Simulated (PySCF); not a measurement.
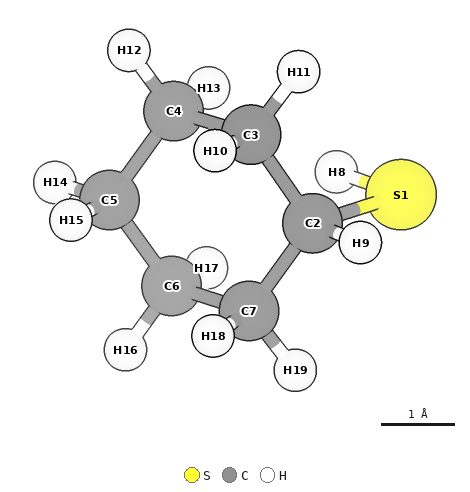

**Figure 1.** The structure as given in the input (ball-and-stick view, seen at a tilt; atoms are numbered from 1 in the order of the input). Bond lengths as drawn: C–C 1.53 Å, C–H 1.09 Å, C–S 1.84 Å and H–S 1.33 Å.

NMR shielding calculation of C6H12S

System: C6H12S, SMILES SC1CCCCC1.
Method: GIAO PBE0/pcSseg-1 NMR shielding, non-relativistic, gas phase (PySCF 2.14.0).

The geometry comes from this level: GFN2-xTB. Figures and captions count atoms from 1; the log counts them from 0 in places.

### Input
```
{"job": {"kind": "nmr", "xc": "PBE0", "basis": "pcSseg-1", "pop": false}, "charge": 0, "multiplicity": 1}
S      2.141731     0.212585    -1.389146
C      1.392210    -0.100413     0.258834
C      0.627741     1.113278     0.778515
C     -0.711042     1.302928     0.070918
C     -1.555268     0.035909     0.167386
C     -0.808809    -1.148657    -0.438489
C      0.529420    -1.358655     0.264395
H      1.001913     0.408594    -2.044554
H      2.277580    -0.265039     0.880411
H      0.447994     0.963747     1.846833
H      1.242357     2.008482     0.664237
H     -1.241818     2.142096     0.524633
H     -0.543799     1.552105    -0.979931
H     -2.505210     0.181251    -0.350895
H     -1.774965    -0.173188     1.217114
H     -1.408949    -2.055992    -0.346769
H     -0.644889    -0.971729    -1.504402
H      0.345167    -1.633826     1.306685
H      1.076143    -2.177806    -0.207075
```

The first line tells a small driver script what to run in PySCF; the rest is the geometry in Å.

Launch command:
```bash
OMP_NUM_THREADS=1 python <driver script> task.json out
```

### Output
```
coarse grid: 15584 points
cycle   1  E = -633.4978078683  dE =  7.455e-01  |g| = 3.867e-01  |ddm| = 3.799e+00
cycle   2  E = -633.4934003141  dE =  4.408e-03  |g| = 4.321e-01  |ddm| = 8.031e-01
cycle   3  E = -633.5411431155  dE = -4.774e-02  |g| = 5.490e-02  |ddm| = 4.160e-01
cycle   4  E = -633.5417660243  dE = -6.229e-04  |g| = 2.243e-02  |ddm| = 9.443e-02
cycle   5  E = -633.5418780321  dE = -1.120e-04  |g| = 6.537e-03  |ddm| = 2.951e-02
cycle   6  E = -633.5418872227  dE = -9.191e-06  |g| = 1.967e-03  |ddm| = 7.354e-03
final grid: 143464 points
cycle   7  E = -633.5893337045  dE = -5.642e-05  |g| = 9.294e-03  |ddm| = 3.778e-02
cycle   8  E = -633.5893192040  dE =  1.450e-05  |g| = 1.200e-02  |ddm| = 1.933e-02
cycle   9  E = -633.5893553460  dE = -3.614e-05  |g| = 9.026e-04  |ddm| = 1.175e-02
cycle  10  E = -633.5893555170  dE = -1.710e-07  |g| = 3.113e-04  |ddm| = 1.320e-03
cycle  11  E = -633.5893555403  dE = -2.327e-08  |g| = 6.568e-05  |ddm| = 3.352e-04
cycle  12  E = -633.5893555413  dE = -1.025e-09  |g| = 1.172e-05  |ddm| = 7.797e-05
cycle  13  E = -633.5893555414  dE = -3.729e-11  |g| = 1.807e-06  |ddm| = 2.025e-05
```

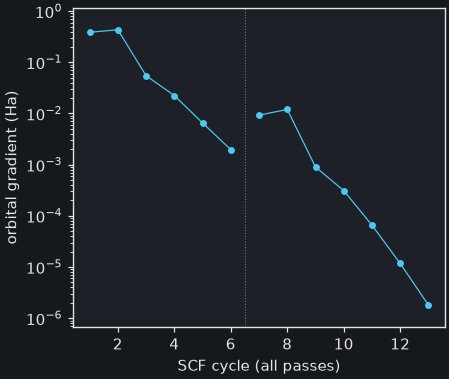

**Figure 2.** Convergence of the self-consistent field: orbital gradient against the SCF cycle. The dotted line marks the change from a coarse to the final integration grid. The first 6 cycles use a coarse grid, the final grid takes over at cycle 7, and the field converges after 13 cycles in all.

```
converged SCF energy = -633.5893555414

GIAO shielding tensors (ppm)
atom      isotropic    diamagn.    paramagn.     s11        s22        s33       span
  0 S      575.094    1055.870    -480.776    378.100    595.755    751.426    373.326
  1 C      144.223     247.427    -103.204    127.346    144.209    161.113     33.766
  2 C      149.441     246.465     -97.024    134.840    150.140    163.344     28.504
  3 C      164.046     246.658     -82.612    153.666    163.457    175.015     21.349
  4 C      157.372     246.837     -89.465    153.765    156.480    161.871      8.106
  5 C      164.025     246.635     -82.610    153.750    163.426    174.898     21.147
  6 C      149.348     246.467     -97.119    134.686    150.055    163.302     28.616
  7 H       29.201      30.546      -1.346     21.938     29.951     35.712     13.774
  8 H       28.767      30.902      -2.135     24.290     26.582     35.429     11.139
  9 H       29.951      30.760      -0.809     25.935     27.601     36.316     10.381
 10 H       29.767      30.083      -0.315     25.187     28.114     36.001     10.814
 11 H       30.202      29.509       0.693     25.029     27.619     37.959     12.930
 12 H       30.162      30.875      -0.713     26.295     29.880     34.311      8.017
 13 H       30.018      29.536       0.483     25.261     27.582     37.212     11.952
 14 H       30.638      30.558       0.079     26.817     28.293     36.803      9.986
 15 H       30.203      29.528       0.675     25.029     27.621     37.959     12.930
 16 H       30.155      30.869      -0.714     26.305     29.851     34.308      8.003
 17 H       29.952      30.777      -0.825     25.938     27.602     36.315     10.377
 18 H       29.768      30.101      -0.333     25.187     28.119     35.998     10.811
```

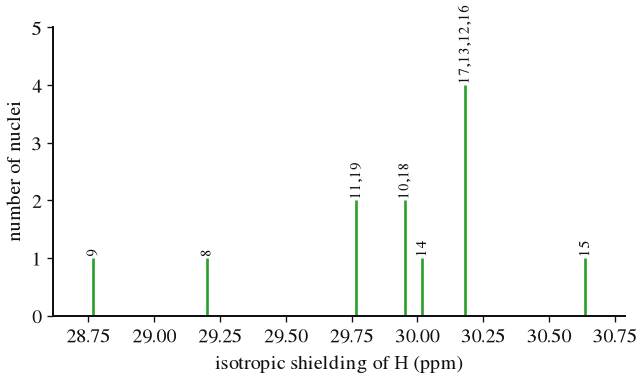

**Figure 3.** Isotropic shieldings of the hydrogen nuclei in this fixed geometry, labelled by atom number; shielding grows to the right, so chemical shift grows to the left. The least shielded is H9 (28.8 ppm), the most shielded H15 (30.6 ppm).

### Results in brief

| quantity | value |
| --- | --- |
| outcome | converged |
| total energy | −633.589356 hartree |
| HOMO | −6.72 eV |
| LUMO | 0.79 eV |
| dipole moment | 1.96 D |
| isotropic shielding, S | 575.1 ppm |
| isotropic shielding, C | 144.2 to 164.0 ppm |
| isotropic shielding, H | 28.8 to 30.6 ppm |
| hardware | 1 CPU thread, shared host |
| wall time | 42 s |
| peak memory | 0.88 GiB |
